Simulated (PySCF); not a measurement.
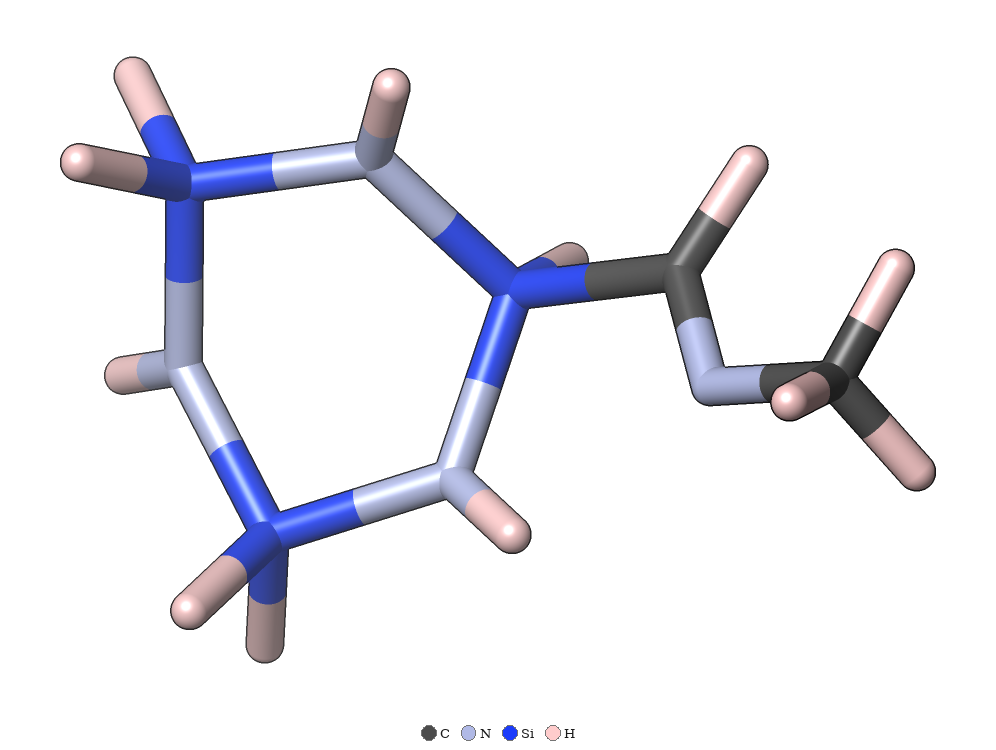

The computed structure is the end point of a PBE0-D3(BJ)/def2-SVP optimisation. No frequency run is at hand to confirm it as a minimum.

Draw it as a skeletal formula.

SMILES: C/N=C/[SiH]1N[SiH2]N[SiH2]N1

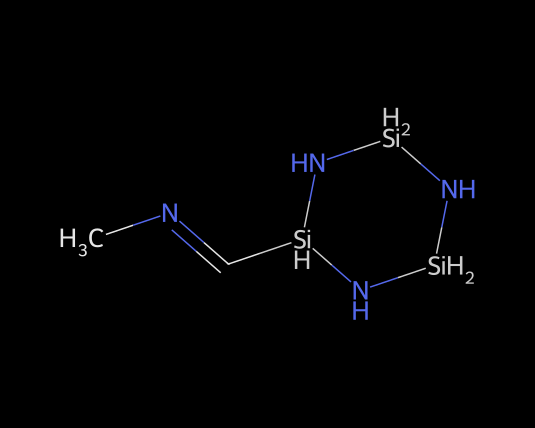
